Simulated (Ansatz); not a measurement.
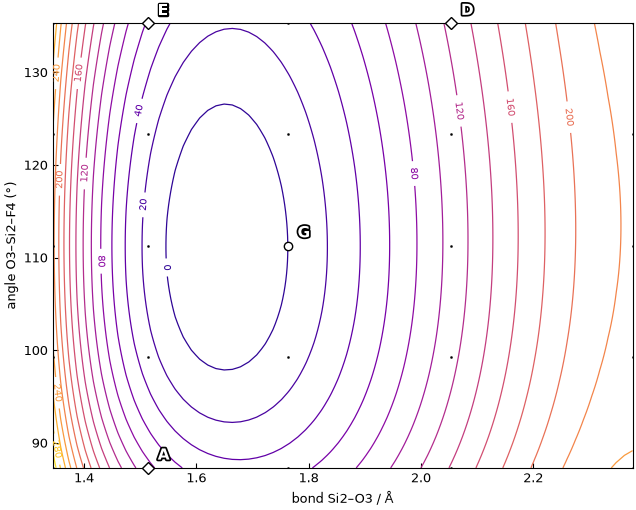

FH₂O₂Si, SMILES O[Si](O)F, spin multiplicity 2. Two internal coordinates are moved rigidly from the geometry relaxed at PBE0-D4/def2-TZVP, all others fixed. Coordinates scanned: (1) bond Si2–O3; (2) angle O3–Si2–F4. The scan uses a 5 × 5 grid. Points are written as (first, second). Energies: kJ/mol, counted from the lowest grid point. The calculation used Ansatz 0.2.0, UKS r2SCAN-D4/def2-TZVPP.

In the figure: contour lines labelled in kJ/mol, dots at the grid points, lettered points. Between grid points the surface is interpolated.

> Is E the lowest point of the computed grid?

No. E lies 58 kJ/mol above the lowest grid point, which is at (1.763 Å, 111.3°).

> Rank the lettered points by energy, lowest first.

G (0 kJ/mol), E (58 kJ/mol), A (86 kJ/mol), D (125 kJ/mol).
